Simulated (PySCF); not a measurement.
## Electronic structure of C2H10B2OSi (SMILES B[SiH2]BOCC) in real space

```xyz
16

B    -2.8376   -0.4932   -0.1130
Si   -2.0937    1.2151    0.4551
B    -0.1109    1.1264    0.4768
O     0.4116   -0.0932    0.5040
C     1.7930   -0.3925    0.5133
C     2.1874   -1.0822   -0.7868
H    -3.1073   -1.3424    0.6478
H    -2.9627   -0.7564   -1.2485
H    -2.5260    2.3555   -0.3898
H    -2.5654    1.6794    1.7828
H     0.6042    2.0754    0.4747
H     1.9754   -1.0587    1.3646
H     2.3772    0.5268    0.6504
H     1.5947   -1.9829   -0.9265
H     3.2397   -1.3508   -0.7598
H     2.0129   -0.4174   -1.6300
```

Geometry: GFN2-xTB.

All numbers below come from PBE0/pcSseg-1, SCF density, gas phase, non-relativistic in PySCF.

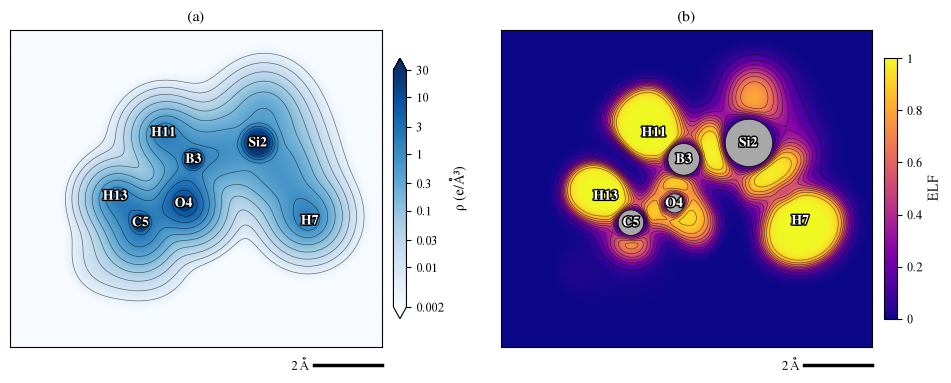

Figure 1. (a) total electron density; (b) ELF on the plane of atoms Si2, B3 and H11. Grey discs cover the atomic cores in the ELF map.

> Describe what can be read from this map.

The plane passes through Si, B, O, C and H nuclei.
B–O (1.33 Å): ρ at the midpoint is about 2.3 e/Å³; the ELF peaks at about 0.90 between the atoms; a polar covalent bond.
C–O (1.41 Å): ρ at the midpoint is about 2 e/Å³, with its minimum of 1.7 e/Å³ about 0.5 Å from C; the ELF peaks at about 0.90 between the atoms (a shared but strongly polarised pair).
C–H (1.10 Å): ρ is about 2 e/Å³ halfway; the ELF climbs to about 1 towards the hydrogen, as it does in any bond to H: an ordinary covalent bond to hydrogen.
B–H (1.19 Å): ρ is about 1.3 e/Å³ halfway; the ELF climbs to about 1 towards the hydrogen; a covalent bond by its length.
The ELF also peaks beside O4, away from the bonds: lone-pair regions.

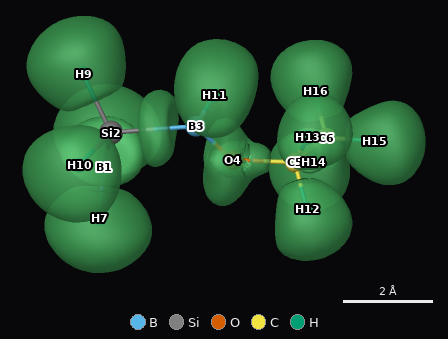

Figure 2. Isosurface of the electron localisation function at 0.75 (green), seen from one side. Only the valence region is drawn (cores and ρ < 0.01 e/Å³ removed).

> Where are the electrons localised?

At this value the surface marks out two regions between bonded B–Si atoms (shared pairs), one region between bonded C–C atoms (shared pairs), ten regions around hydrogen nuclei and one region on O in which the atom's valence shell and bonds are merged.

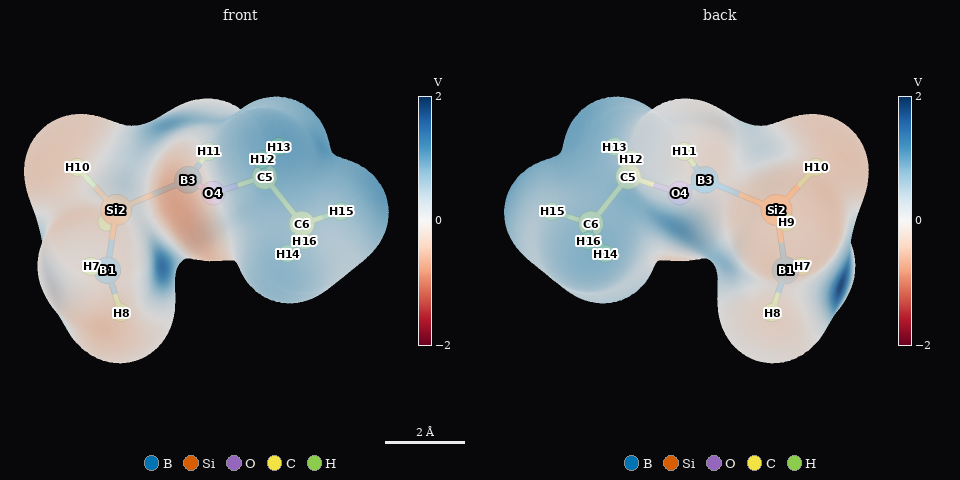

Figure 3. The electrostatic potential painted on the density surface at 0.002 e/bohr³, seen from the front and from behind; the colour scale runs from red (negative) to blue (positive).

> Describe the electrostatic potential map.

The most negative region (about −0.7 V) lies over O4, the most positive (about +1.5 V) over B1.

> How polar is the molecule by this calculation?

Its dipole moment is 2.76 D.
